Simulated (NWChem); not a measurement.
## Run report: AsF3, energy and gradient calculation (part 1 of 2)

- system: AsF3 (arsenic trifluoride)
- method: HF/STO-3G, RHF (NWChem 7.3.0)

The geometry comes from this level: PBE0-D4/def2-TZVP.

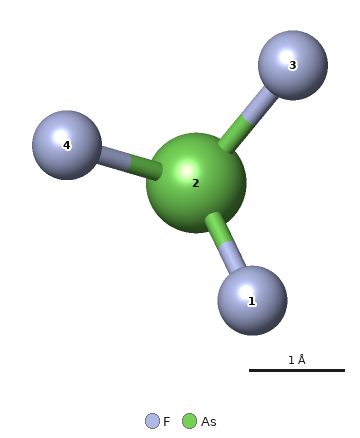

The input geometry (ball-and-stick view, seen at an oblique angle; atoms are numbered from 1 in the order of the input). Bond lengths as drawn: As–F 1.72 Å.

**Results in brief**

```tsv
quantity	value
outcome	converged
total energy	−2503.388691 hartree
basis functions	33
largest force	0.824 eV/Å
HOMO	−8.32 eV
LUMO	9.59 eV
dipole moment	1.27 D
hardware	1 thread of Intel Xeon @ 2.50GHz (Skylake/Cascade Lake), 12 GiB of memory available, shared host
wall time	3.6 s
peak memory	0.099 GiB
```

**The input**
```
start asf3
memory 2200 mb

geometry units atomic noautosym nocenter noautoz
  F   -0.84257219   0.74755676   2.57503530
  As  -0.87295898  -0.86405837  -0.23740629
  F    2.27517356  -1.63637054  -0.21304772
  F   -0.55966129   1.75287216  -2.12458129
end

basis spherical bse
  * library STO-3G
end

scf
  singlet
  rhf
  thresh 1e-08
  maxiter 80
  print medium
end

task scf gradient
```

Command:
```bash
nwchem asf3.nw > asf3.out
```

**The program's output**
```
Northwest Computational Chemistry Package (NWChem) 7.3.0
             --------------------------------------------------------

           Job information
           ---------------

    nwchem branch   = 7.3.0
    use scalapack   = T
    input           = asf3.nw
    prefix          = asf3.
    data base       = ./asf3.db
    status          = startup
    nproc           =        1

           Memory information
           ------------------

    heap     =     72089594 doubles =      550.0 Mbytes
    stack    =     72089599 doubles =      550.0 Mbytes
    global   =    144179200 doubles =     1100.0 Mbytes (distinct from heap & stack)
    total    =    288358393 doubles =     2200.0 Mbytes
    verify   = yes
    hardfail = no

           Directory information
           ---------------------

  0 permanent = .
  0 scratch   = .

                                NWChem Input Module
                                -------------------

                             Geometry "geometry" -> ""
                             -------------------------

 Output coordinates in a.u. (scale by  1.000000000 to convert to a.u.)

  No.       Tag          Charge          X              Y              Z
 ---- ---------------- ---------- -------------- -------------- --------------
    1 F                    9.0000    -0.84257219     0.74755676     2.57503530
    2 As                  33.0000    -0.87295898    -0.86405837    -0.23740629
    3 F                    9.0000     2.27517356    -1.63637054    -0.21304772
    4 F                    9.0000    -0.55966129     1.75287216    -2.12458129

      Atomic Mass
      -----------

      F                 18.998400
      As                74.921600

 Effective nuclear repulsion energy (a.u.)     325.3400101600

            Nuclear Dipole moment (a.u.)
            ----------------------------
        X                 Y               Z
 ---------------- ---------------- ----------------
   -20.9511856200   -20.7374007900    -5.6977509600

            XYZ format geometry
            -------------------
     4
 geometry
 F                    -0.44587003     0.39559003     1.36265010
 As                   -0.46195003    -0.45724003    -0.12563001
 F                     1.20397009    -0.86593006    -0.11274001
 F                    -0.29616002     0.92758007    -1.12428008

 ==============================================================================
                                internuclear distances
 ------------------------------------------------------------------------------
       center one      |      center two      | atomic units |       a.u.
 ------------------------------------------------------------------------------
    2 As               |   1 F                |     3.24161  |     3.24161
    3 F                |   2 As               |     3.24157  |     3.24157
    4 F                |   2 As               |     3.24159  |     3.24159
 ------------------------------------------------------------------------------
                         number of included internuclear distances:          3
 ==============================================================================

 ==============================================================================
                                 internuclear angles
 ------------------------------------------------------------------------------
        center 1       |       center 2       |       center 3       |  degrees
 ------------------------------------------------------------------------------
    1 F                |   2 As               |   3 F                |    95.90
    1 F                |   2 As               |   4 F                |    95.90
    3 F                |   2 As               |   4 F                |    95.90
 ------------------------------------------------------------------------------
                            number of included internuclear angles:          3
 ==============================================================================

 Summary of "ao basis" -> "" (spherical)
 ------------------------------------------------------------------------------
       Tag                 Description            Shells   Functions and Types
 ---------------- ------------------------------  ------  ---------------------
 *                           STO-3G                   on all atoms

                      Basis "ao basis" -> "ao basis" (spherical)
                      -----
  [basis functions not shown]

 Summary of "ao basis" -> "ao basis" (spherical)
 ------------------------------------------------------------------------------
       Tag                 Description            Shells   Functions and Types
 ---------------- ------------------------------  ------  ---------------------
 F                           STO-3G                  3        5   2s1p
 As                          STO-3G                  8       18   4s3p1d

                                 NWChem SCF Module
                                 -----------------

  ao basis        = "ao basis"
  functions       =    33
  atoms           =     4
  closed shells   =    30
  open shells     =     0
  charge          =   0.00
  wavefunction    = RHF
  input vectors   = atomic
  output vectors  = ./asf3.movecs
  use symmetry    = F
  symmetry adapt  = F

 Summary of "ao basis" -> "ao basis" (spherical)
 ------------------------------------------------------------------------------
       Tag                 Description            Shells   Functions and Types
 ---------------- ------------------------------  ------  ---------------------
 F                           STO-3G                  3        5   2s1p
 As                          STO-3G                  8       18   4s3p1d

 Forming initial guess at       0.0s

      Superposition of Atomic Density Guess
      -------------------------------------

 Sum of atomic energies:       -2503.19755750

      Non-variational initial energy
      ------------------------------

 Total energy =   -2502.954803
 1-e energy   =   -4168.701591
 2-e energy   =    1340.406778
 HOMO         =      -0.182694
 LUMO         =       0.305389

 Starting SCF solution at       0.2s

 ----------------------------------------------
         Quadratically convergent ROHF

 Convergence threshold     :          1.000E-08
 Maximum no. of iterations :           80
 Final Fock-matrix accuracy:          1.000E-10
 ----------------------------------------------

              iter       energy          gnorm     gmax       time
             ----- ------------------- --------- --------- --------
                 1    -2503.2693648209  8.92D-01  4.72D-01      0.3
                 2    -2503.3820730519  2.00D-01  7.79D-02      0.4
                 3    -2503.3886835061  7.08D-03  3.72D-03      0.8
                 4    -2503.3886910458  2.67D-05  1.07D-05      1.3
                 5    -2503.3886910459  5.76D-10  4.24D-10      2.2

       Final RHF  results
       ------------------

         Total SCF energy =  -2503.388691045921
      One-electron energy =  -4162.235380478324
      Two-electron energy =   1333.506679272421
 Nuclear repulsion energy =    325.340010159982

        Time for solution =      2.1s

             Final eigenvalues
             -----------------

              1
    1 -427.7246
    2  -54.5950
    3  -49.4933
    4  -49.4933
    5  -49.4921
    6  -25.8656
    7  -25.8652
    8  -25.8652
    9   -7.4544
   10   -5.3918
   11   -5.3918
   12   -5.3850
   13   -1.4945
   14   -1.4608
   15   -1.4608
   16   -1.2695
   17   -1.2695
   18   -1.2620
   19   -1.2577
   20   -1.2577
   21   -0.7013
   22   -0.5398
   23   -0.5398
   24   -0.5306
   25   -0.4685
   26   -0.4685
   27   -0.4547
   28   -0.4262
   29   -0.4262
   30   -0.3057
   31    0.3523
   32    0.3523
   33    0.4832

                       ROHF Final Molecular Orbital Analysis
                       -------------------------------------

 Vector   13  Occ=2.000000D+00  E=-1.494526D+00
              MO Center=  1.1D-01,  1.1D-01,  2.9D-02, r^2= 2.2D+00
   Bfn.  Coefficient  Atom+Function         Bfn.  Coefficient  Atom+Function
  ----- ------------  ---------------      ----- ------------  ---------------
     2      0.522933  1 F  s                 25      0.523083  3 F  s
    30      0.523020  4 F  s                 15      0.193511  2 As s

 Vector   14  Occ=2.000000D+00  E=-1.460825D+00
              MO Center=  4.7D-01, -1.6D-01, -4.5D-01, r^2= 1.8D+00
   Bfn.  Coefficient  Atom+Function         Bfn.  Coefficient  Atom+Function
  ----- ------------  ---------------      ----- ------------  ---------------
    25      0.740158  3 F  s                 30     -0.610298  4 F  s
    24     -0.192600  3 F  s                 23      0.161794  2 As d  2
    29      0.158809  4 F  s

 Vector   15  Occ=2.000000D+00  E=-1.460819D+00
              MO Center= -2.9D-01,  3.5D-01,  5.0D-01, r^2= 1.8D+00
   Bfn.  Coefficient  Atom+Function         Bfn.  Coefficient  Atom+Function
  ----- ------------  ---------------      ----- ------------  ---------------
     2      0.779737  1 F  s                 30     -0.502315  4 F  s
    25     -0.277276  3 F  s                  1     -0.202899  1 F  s
    20      0.173705  2 As d -1
```
